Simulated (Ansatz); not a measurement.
# Al2Cl: what a guessed cell relaxes into, part 2 of 2

Where does this trial cell of Al2Cl go when cell and atoms are let free?

Ansatz 0.2.0; DFT PBE, scalar-relativistic, plane waves, PAW.

## (4) Final relaxation

The end of the coarse run is made exact in the group found at a tolerance of 0.06 Å and reduced to its primitive cell.

The input, input.yaml:

```yaml
crystal:
  lattice:
    - [3.8233144758, 0.0, 0.0]
    - [0.0, 3.8233144758, 0.0]
    - [0.0, 0.0, 4.9778440778]
  atoms:
    - { symbol: Al, position: [0.5, 0.0, 0.205419662] }
    - { symbol: Al, position: [0.0, 0.5, 0.205419662] }
    - { symbol: Cl, position: [0.0, 0.0, 0.670069496] }
basis:
  ecutwfc: 420
kpoints:
  mp_grid: { grid: [12, 12, 10] }
hamiltonian:
  xc: pbe
scf:
  occupations: { method: gaussian, width: 0.1 }
output:
  forces: true
  stress: true
  eigenvalues: true
relax:
  adjacent_minimum: "off"
  f_tol: 0.01
  max_steps: 80
  cell: { stress_tol: 0.05 }
```

Command:

```
$ ansatz run input.yaml --threads 1 --pin off --max-ram 2048MiB --backend cpu --events-out ev --progress --plain --runs-dir out
```

Output:

```text
Warning: RAYON_NUM_THREADS=1 ignored (pool sized by the plan → 1); use --threads N
Engine: ansatz 0.2.0, aarch64-unknown-linux-gnu
Pseudopotentials: kind: paw
Pseudopotential: Al, paw, valence charge 3, recommended cutoff 420 eV (normal), Al.paw.azcp
Pseudopotential: Cl, paw, valence charge 7, recommended cutoff 420 eV (normal), Cl.paw.azcp
Functional definition: PBE
  parameter kappa = 0.804
  parameter beta = 0.06672455060314922
  exchange = pbe_x(kappa = kappa, mu = beta*pi^2/3)
  correlation = pbe_c(beta = beta)
Crystal: 3 atoms, lattice volume = 72.765 Å³
Basis set: ecut = 420 eV, 1433 PW (Γ), exchange–correlation on 54×54×72 points (8 copies of the dense FFT grid, shifted against one another)
Bands: 11, of which v1, the nominal top of the filled ones, is band 7 counted from 1 (6 counted from 0)
Symmetry: 8 space group operations
Space group: P4mm (ITA 99), of the structure as read, at distance tolerance 4.2e-5 Å
k-points: 168 of 1440 (time reversal used)
Non-local potential: Al, projectors of the file, l = 0: 2, l = 1: 2, l = 2: 1
Non-local potential: Cl, projectors of the file, l = 0: 2, l = 1: 2, l = 2: 2
PAW form: soft (Blöchl's): semilocal exchange-correlation on the pseudo side does not see the compensation charge
PAW one-centre angular grid: Al, 110 points (default); XC on 64 Gauss nodes
PAW one-centre angular grid: Cl, 110 points (default); XC on 64 Gauss nodes
Initial density: superposition of atomic densities (neutral atoms: chi_scale 0, normalization atom), corrected by the library's trained network
Initial wavefunctions: pseudopotential atomic-orbital guess
Functional: x = pbe(κ = 0.804, μ = 0.2195149727645171), c = pbe(β = 0.06672455060314922)
SCF iter   1: F=—  HF=-2154.536656 eV  |F-HF|=—  |Δ(HF+E_count)|=         —  Δρ=2.84e-3  dr2=1.27e-2  ethr=1.77e-3  ⟨swp⟩=5.9  Hψ=13211  notcnv=0
preconditioner: auto → none  [metal: Δε(μ)=0.033 eV  Ē_g=7.071 eV  σ=0.100 eV  W_gap=0.18  n_scr=6 (ndim 8)  ℏωp=14.4 eV  f_vac=0.009  D(μ)=1.14/eV (n_scr^D=6)  sad-step TF]
SCF iter   2: F=—  HF=-2154.535515 eV  |F-HF|=—  |Δ(HF+E_count)|=   1.14e-3  Δρ=1.77e-3  dr2=5.54e-3  ethr=9.79e-5  ⟨swp⟩=1.0  Hψ=3200  notcnv=0
SCF iter   3: F=—  HF=-2154.534562 eV  |F-HF|=—  |Δ(HF+E_count)|=   9.53e-4  Δρ=3.82e-4  dr2=3.30e-4  ethr=4.26e-5  ⟨swp⟩=2.5  Hψ=2680  notcnv=0
SCF iter   4: F=—  HF=-2154.534489 eV  |F-HF|=—  |Δ(HF+E_count)|=   7.34e-5  Δρ=1.70e-4  dr2=5.70e-5  ethr=2.54e-6  ⟨swp⟩=2.0  Hψ=2576  notcnv=0
SCF iter   5: F=—  HF=-2154.534481 eV  |F-HF|=—  |Δ(HF+E_count)|=   8.23e-6  Δρ=4.34e-5  dr2=7.48e-7  ethr=4.39e-7  ⟨swp⟩=2.1  Hψ=2543  notcnv=0
SCF iter   6: F=-2154.534483 eV  HF=-2154.534483 eV  |F-HF|=8.51e-9  |Δ(HF+E_count)|=   2.02e-6  Δρ=7.38e-6  dr2=4.23e-8  ethr=7.69e-10  ⟨swp⟩=7.8  Hψ=11272  notcnv=0
SCF 1 converged in 6 iterations: F = -2154.534483 eV  dr2 = 4.23e-8
relax step   1: F+E_penalty+E_count = -2154.53448276 eV  Δ(F+E_penalty+E_count) = +0.000e0 eV  max|allowed force component| = 4.464e-2 eV/Å  Δτ_max = 0.0000 Å  P = +0.130 GPa  Ω = 72.765 Å³  (6 SCF iters, dr2 threshold 1.00e-7 eV, accepted)
Crystal: 3 atoms, lattice volume = 72.953 Å³
Initial density: handed on by an earlier stage of this run
Initial wavefunctions: those handed on with the density
iter 1 solved again at ethr=4.75e-6 eV; its pass at ethr=3.10e-3 eV (dr2=6.18e-4 eV) is discarded
SCF iter   1: F=—  HF=-2154.535806 eV  |F-HF|=—  |Δ(HF+E_count)|=         —  Δρ=5.29e-4  dr2=6.17e-4  ethr=4.75e-6  ⟨swp⟩=2.3  Hψ=13797  notcnv=0
preconditioner: auto → LDOS  [metal: Δε(μ)=0.021 eV  Ē_g=7.029 eV  σ=0.100 eV  W_gap=0.12  n_scr=6 (ndim 8)  ℏωp=14.4 eV  f_vac=0.011  D(μ)=1.14/eV (n_scr^D=6)  β→1.0]
SCF iter   2: F=—  HF=-2154.535654 eV  |F-HF|=—  |Δ(HF+E_count)|=   1.52e-4  Δρ=2.59e-4  dr2=7.34e-5  ethr=4.75e-6  ⟨swp⟩=2.2  Hψ=2667  notcnv=0
SCF iter   3: F=—  HF=-2154.535648 eV  |F-HF|=—  |Δ(HF+E_count)|=   6.00e-6  Δρ=8.11e-5  dr2=8.17e-6  ethr=5.64e-7  ⟨swp⟩=2.2  Hψ=2836  notcnv=0
SCF iter   4: F=—  HF=-2154.535647 eV  |F-HF|=—  |Δ(HF+E_count)|=   1.39e-6  Δρ=2.34e-5  dr2=5.42e-7  ethr=6.28e-8  ⟨swp⟩=2.2  Hψ=2746  notcnv=0
SCF iter   5: F=-2154.535647 eV  HF=-2154.535647 eV  |F-HF|=1.03e-8  |Δ(HF+E_count)|=   8.08e-8  Δρ=4.25e-6  dr2=1.36e-8  ethr=2.31e-9  ⟨swp⟩=5.2  Hψ=8070  notcnv=0
SCF 2 converged in 5 iterations: F = -2154.535647 eV  dr2 = 1.36e-8
relax step   2: F+E_penalty+E_count = -2154.53564655 eV  Δ(F+E_penalty+E_count) = -1.164e-3 eV  max|allowed force component| = 1.773e-2 eV/Å  Δτ_max = 0.0047 Å  P = +0.043 GPa  Ω = 72.953 Å³  energy of the carried Pulay correction = -2.542e-5 eV  (5 SCF iters, dr2 threshold 3.00e-7 eV, accepted)
Crystal: 3 atoms, lattice volume = 73.021 Å³
iter 1 solved again at ethr=4.29e-7 eV; its pass at ethr=3.10e-3 eV (dr2=5.58e-5 eV) is discarded
SCF iter   1: F=—  HF=-2154.535745 eV  |F-HF|=—  |Δ(HF+E_count)|=         —  Δρ=1.65e-4  dr2=5.67e-5  ethr=4.29e-7  ⟨swp⟩=2.5  Hψ=13464  notcnv=0
preconditioner: auto → LDOS  [metal: Δε(μ)=0.020 eV  Ē_g=7.016 eV  σ=0.100 eV  W_gap=0.11  n_scr=6 (ndim 8)  ℏωp=14.4 eV  f_vac=0.010  D(μ)=1.13/eV (n_scr^D=6)  β→1.0]
SCF iter   2: F=—  HF=-2154.535734 eV  |F-HF|=—  |Δ(HF+E_count)|=   1.12e-5  Δρ=7.99e-5  dr2=7.80e-6  ethr=4.29e-7  ⟨swp⟩=2.1  Hψ=2624  notcnv=0
SCF iter   3: F=—  HF=-2154.535731 eV  |F-HF|=—  |Δ(HF+E_count)|=   2.22e-6  Δρ=2.71e-5  dr2=9.80e-7  ethr=6.00e-8  ⟨swp⟩=2.2  Hψ=2765  notcnv=0
SCF iter   4: F=—  HF=-2154.535731 eV  |F-HF|=—  |Δ(HF+E_count)|=   1.94e-7  Δρ=7.56e-6  dr2=5.62e-8  ethr=7.54e-9  ⟨swp⟩=2.2  Hψ=2723  notcnv=0
SCF iter   5: F=-2154.535731 eV  HF=-2154.535731 eV  |F-HF|=1.38e-9  |Δ(HF+E_count)|=   7.52e-9  Δρ=1.32e-6  dr2=1.25e-9  ethr=1.90e-10  ⟨swp⟩=4.5  Hψ=5948  notcnv=0
the search or the solves at the SCF's close seem to have found levels that the self-consistency loop had missed (the run counts 1). By its estimate they hold under 1e-12 electrons; where the run keeps them, the occupations were computed again with them
SCF 3 converged in 5 iterations: F = -2154.535731 eV  dr2 = 1.25e-9
relax step   3: F+E_penalty+E_count = -2154.53573127 eV  Δ(F+E_penalty+E_count) = -8.472e-5 eV  max|allowed force component| = 1.116e-2 eV/Å  Δτ_max = 0.0035 Å  P = -0.001 GPa  Ω = 73.021 Å³  energy of the carried Pulay correction = -3.456e-5 eV  (5 SCF iters, dr2 threshold 2.47e-8 eV, accepted)
[... 11 lines left out ...]
relax step   4: F+E_penalty+E_count = -2154.53624419 eV  Δ(F+E_penalty+E_count) = -5.129e-4 eV  max|allowed force component| = 4.495e-3 eV/Å  Δτ_max = 0.0484 Å  P = +0.145 GPa  Ω = 72.410 Å³  energy of the carried Pulay correction = +4.817e-5 eV  (6 SCF iters, dr2 threshold 7.78e-9 eV, accepted)
[... 13 lines left out ...]
relax step   5: F+E_penalty+E_count = -2154.53652874 eV  Δ(F+E_penalty+E_count) = -2.845e-4 eV  max|allowed force component| = 2.565e-3 eV/Å  Δτ_max = 0.0227 Å  P = +0.023 GPa  Ω = 72.540 Å³  energy of the carried Pulay correction = +3.042e-5 eV  (6 SCF iters, dr2 threshold 1.05e-7 eV, accepted)
[... 11 lines left out ...]
relax step   6: F+E_penalty+E_count = -2154.53656750 eV  Δ(F+E_penalty+E_count) = -3.876e-5 eV  max|allowed force component| = 1.348e-3 eV/Å  Δτ_max = 0.0275 Å  P = +0.038 GPa  Ω = 72.439 Å³  energy of the carried Pulay correction = +4.424e-5 eV  (7 SCF iters, accepted)
[... 12 lines left out ...]
relax step   7: F+E_penalty+E_count = -2154.53660326 eV  Δ(F+E_penalty+E_count) = -3.577e-5 eV  max|allowed force component| = 3.092e-4 eV/Å  Δτ_max = 0.0047 Å  P = -0.021 GPa  Ω = 72.567 Å³  energy of the carried Pulay correction = +2.676e-5 eV  (6 SCF iters, dr2 threshold 4.41e-8 eV, accepted)
Initial wavefunctions: pseudopotential atomic-orbital guess (no wavefunctions were taken with the density)
iter 1 solved again at ethr=3.23e-7 eV; its pass at ethr=3.10e-3 eV (dr2=4.19e-5 eV) is discarded
SCF iter   1: F=—  HF=-2154.536605 eV  |F-HF|=—  |Δ(HF+E_count)|=         —  Δρ=1.68e-6  dr2=8.88e-10  ethr=3.23e-7  ⟨swp⟩=2.7  Hψ=17809  notcnv=0
eigensolver tolerance schedule: the retry pair's looser diagonalisation over-reported the residual by 47224.21 of it (diagonalisation noise at an unbounded share of the residual, at the tolerance the schedule requests for it); recorded, not acted on — ethr = c·dr2/N_el stays at c = 1.0e-1
preconditioner: auto → none  [metal: Δε(μ)=0.013 eV  Ē_g=8.798 eV  σ=0.100 eV  W_gap=0.07  n_scr=6 (ndim 8)  ℏωp=15.7 eV  f_vac=0.010  D(μ)=1.12/eV (n_scr^D=6)]
SCF iter   2: F=—  HF=-2154.536582 eV  |F-HF|=—  |Δ(HF+E_count)|=   2.34e-5  Δρ=9.10e-7  dr2=3.50e-10  ethr=6.83e-12  ⟨swp⟩=3.5  Hψ=4266  notcnv=0
SCF iter   3: F=—  HF=-2154.536582 eV  |F-HF|=—  |Δ(HF+E_count)|=  2.96e-10  Δρ=6.16e-7  dr2=1.21e-10  ethr=2.69e-12  ⟨swp⟩=1.0  Hψ=1848  notcnv=0
iter 4 did not close the SCF: its close was put off for the readings that it lacked (scf_convergence_deferred on its scf_iter line)
SCF iter   4: F=-2154.536582 eV  HF=-2154.536582 eV  |F-HF|=2.73e-12  |Δ(HF+E_count)|=  4.43e-10  Δρ=7.38e-8  dr2=2.60e-12  ethr=1.00e-12  ⟨swp⟩=2.1  Hψ=2815  notcnv=0
iter 5 did not close the SCF: its close was put off for the readings that it lacked (scf_convergence_deferred on its scf_iter line)
SCF iter   5: F=-2154.536582 eV  HF=-2154.536582 eV  |F-HF|=4.55e-13  |Δ(HF+E_count)|=  3.64e-12  Δρ=4.81e-8  dr2=1.19e-12  ethr=1.00e-12  ⟨swp⟩=1.0  Hψ=1848  notcnv=0
iter 6 did not close the SCF: its close was put off for the readings that it lacked (scf_convergence_deferred on its scf_iter line)
SCF iter   6: F=-2154.536582 eV  HF=-2154.536582 eV  |F-HF|=4.55e-13  |Δ(HF+E_count)|=    0.00e0  Δρ=3.34e-8  dr2=4.98e-13  ethr=1.00e-12  ⟨swp⟩=1.0  Hψ=1848  notcnv=0
iter 7 did not close the SCF: its close was put off for the readings that it lacked (scf_convergence_deferred on its scf_iter line)
SCF iter   7: F=-2154.536582 eV  HF=-2154.536582 eV  |F-HF|=4.55e-13  |Δ(HF+E_count)|=  9.09e-13  Δρ=1.72e-8  dr2=1.26e-13  ethr=1.00e-12  ⟨swp⟩=1.0  Hψ=1848  notcnv=0
SCF iter   8: F=-2154.536582 eV  HF=-2154.536582 eV  |F-HF|=0.00e0  |Δ(HF+E_count)|=    0.00e0  Δρ=2.31e-9  dr2=2.92e-15  ethr=1.00e-12  ⟨swp⟩=3.0  Hψ=6393  notcnv=0
SCF 8 converged in 8 iterations: F = -2154.536582 eV  dr2 = 2.92e-15
relax step   8: F+E_penalty+E_count = -2154.53658180 eV  Δ(F+E_penalty+E_count) = +2.147e-5 eV  max|allowed force component| = 3.109e-4 eV/Å  Δτ_max = 0.0000 Å  P = -0.022 GPa  Ω = 72.567 Å³  stress off target by 4.49e-2 GPa  SCF on the basis re-selected at this cell (its energy is not comparable with the rows above)  (8 SCF iters)
basis re-selected at this cell: Δ(F+E_penalty+E_count) = +2.147e-5 eV, ΔP = -0.001 GPa vs the last step (what re-selecting the basis moved, of the pressure what is left beyond the Pulay correction that the steps carried, after the strain that the cell walked since its last selection, with what the two solves' SCF thresholds leave and, on support functions, any second-order correction that the steps lacked; it is no measure of the basis error at this ecutwfc). This SCF's stress stands 4.49e-2 GPa from its target on what of the cell is left free (relax.cell.stress_tol is 5.00e-2 GPa) and its largest allowed force component is 3.11e-4 eV/Å (relax.f_tol is 1.00e-2 eV/Å): within both
SCF converged after 8 iterations
Free energy (F): -2154.536582 eV
Harris-Foulkes:  -2154.536582 eV  (|F-HF|=0.00e0)
Internal energy: -2154.531001 eV  (E = F + TS)
E sigma→0 (E₀):  -2154.533791 eV
Entropy (-TS):   -0.005581 eV (-1.860 meV/atom)
Fermi energy:    4.405079 eV
--- Per-component energies (eV) ---
  E_band       = -17.101798
  E_kinetic    = 199.774200
  E_local      = -290.035800  (includes V_loc(G=0)·N_el)
  E_nonlocal   = 51.040318
  E_hartree    = 100.656931
  E_xc         = -183.280468
  E_vxc        = -175.401425  (∫ρ·V_xc dr)
  E_paw        = -1593.501722  (= ΣΔE_a)
  E_vpaw       = -3.793041  (= ΣTr[D̂ρ^β])
  E_aug_tail   = 0.000088  (compensation charges beyond the density's cutoff)
  E_ewald      = -439.184548
  E_smearing   = -0.005581  (= −TS)
  E_closure    = -0.000000  (closes the sum)
  Σ components = -2154.536582   (vs F -2154.536582, Δ=0.00e0)
--- Forces (eV/Å), atoms counted from 1 ---
  atom   1  Al     0.00000000     0.00000000    -0.00015545
  atom   2  Al    -0.00000000    -0.00000000    -0.00015545
  atom   3  Cl    -0.00000000     0.00000000     0.00031090
  max |Σ_I F_I| component: 6.16e-9 eV/Å
--- Stress (GPa, compression-positive) ---
       -0.010246      -0.000000       0.000000
       -0.000000      -0.010246       0.000000
        0.000000       0.000000      -0.044942
  P = ⅓ Tr σ = -0.0218 GPa (-0.218 kbar)
--- Band table (eV; the first three rows and the last of 168) ---
  k-point 0: bands = ["-11.3822", "-3.1398", "-0.7802", "0.9671", "0.9671", "5.6693", "5.6693", "6.4261", "6.7113", "7.0064", "9.6825"]
  k-point 1: bands = ["-11.3759", "-3.2918", "-0.5449", "0.9817", "0.9817", "5.5957", "5.5957", "6.3836", "6.4717", "7.1001", "9.9935"]
  k-point 2: bands = ["-11.3593", "-3.6093", "0.0175", "1.0210", "1.0210", "5.4118", "5.4118", "5.6803", "6.6033", "7.3484", "10.2052"]
  k-point 167: bands = ["-11.0205", "-1.0899", "-0.1309", "-0.1309", "1.0732", "1.0732", "1.6122", "4.4825", "7.2470", "8.9025", "8.9025"]
--- Relaxed structure (7 steps of the walk, 7 accepted, 1 SCFs on fresh bases) ---
  F+E_penalty+E_count = -2154.53658180 eV   max|allowed force component| = 3.109e-4 eV/Å   (the final SCF, on the basis selected at the relaxed cell)
  cell:  # Å, volume = 72.5673 Å³
    - [3.8210293714005408, -1.7637623308528117e-33, -1.3200093667479704e-18]
    - [-1.7637623308528117e-33, 3.8210293714005408, 8.466059188093497e-33]
    - [-1.7186137448272615e-18, 1.1022562454253109e-32, 4.970273482418405]
  atoms:
    - { symbol: Al, position: [0.49999999999999994, 6.296663394345331e-35, 0.1942214532960861] }
    - { symbol: Al, position: [-2.8326838311569185e-18, 0.49999999999999994, 0.1942214532960861] }
    - { symbol: Cl, position: [5.665367662313836e-18, -1.8889990183035934e-34, 0.6924659134078276] }
```

It took 99 s on 1 thread of Arm Neoverse V2, shared host; peak memory 0.47 GiB.

The steps of the relaxation:

```csv
step,E - E(step 1) (eV/cell),largest force component (eV/Å),pressure (GPa),volume (Å³)
1,0.0000,0.0446,0.13,72.76
2,-0.0012,0.0177,0.04,72.95
3,-0.0012,0.0112,0.00,73.02
4,-0.0018,0.0045,0.14,72.41
5,-0.0020,0.0026,0.02,72.54
6,-0.0021,0.0013,0.04,72.44
7,-0.0021,0.0003,-0.02,72.57
8,-0.0021,0.0003,-0.02,72.57
```

Step 1 is the start. Step 8 repeats the geometry before it on a plane-wave basis chosen anew for that cell, so its energy need not be comparable with the rows above.

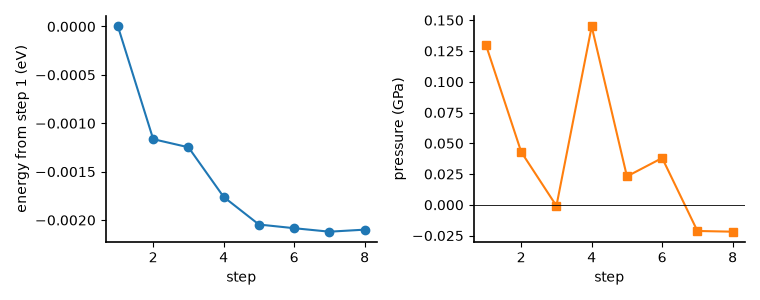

Energy and pressure along the relaxation.

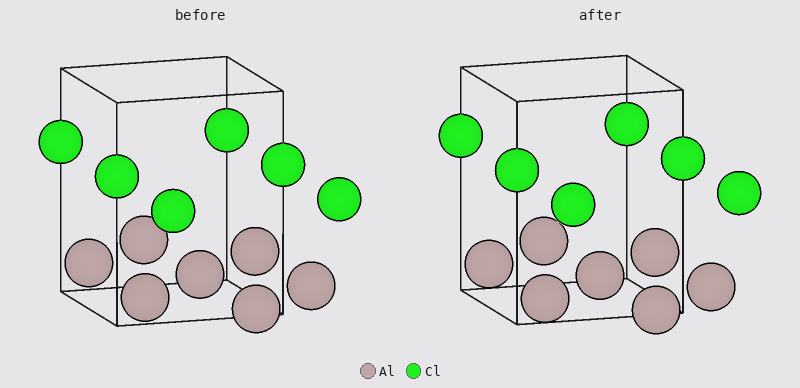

The structure before (left) and after (right) the relaxation, drawn at the same scale.

|  | before | after | change |
| --- | --- | --- | --- |
| a (Å) | 3.823 | 3.821 | -0.1 % |
| b (Å) | 3.823 | 3.821 | -0.1 % |
| c (Å) | 4.978 | 4.970 | -0.2 % |
| volume (Å³/atom) | 24.25 | 24.19 | -0.3 % |
| shortest distance (Å) | 2.703 | 2.702 | -0.1 % |
| space group (0.01 Å) | P4mm | P4mm | same |

Forces and stress were held to the start's 8 operations: a distortion of lower symmetry was not tested.

## (5) Outcome

What follows sums up all 2 parts. Changes of volume or cell count from the first structure of part 1.

| quantity | value |
| --- | --- |
| symmetry at the end (tolerance 0.05 Å) | space group P4/mmm (No. 123) |
| conventional cell | a = 3.821 Å, b = 3.821 Å, c = 4.970 Å, α = 90.00°, β = 90.00°, γ = 90.00° |
| volume | 24.19 Å³/atom |
| energy over the elements (uncorrected; H, N, O, F and Cl as molecules) | -0.03 eV/atom |
| gap on the mesh | none (metal) |

**Reading.** The symmetry goes from space group P4mm (No. 99) to space group P4/mmm (No. 123) (read at 0.05 Å; 0.001 Å gives P4mm (No. 99)), and the volume per atom grows by 6.0 % from the first guess. The formation energy of this structure is too near zero to say whether it is bound against the elements. No finished test with a distortion of lower symmetry is shown, so the end may be a saddle point. The final runs have no spin polarisation, so no magnetic state was tried and one may lie lower.
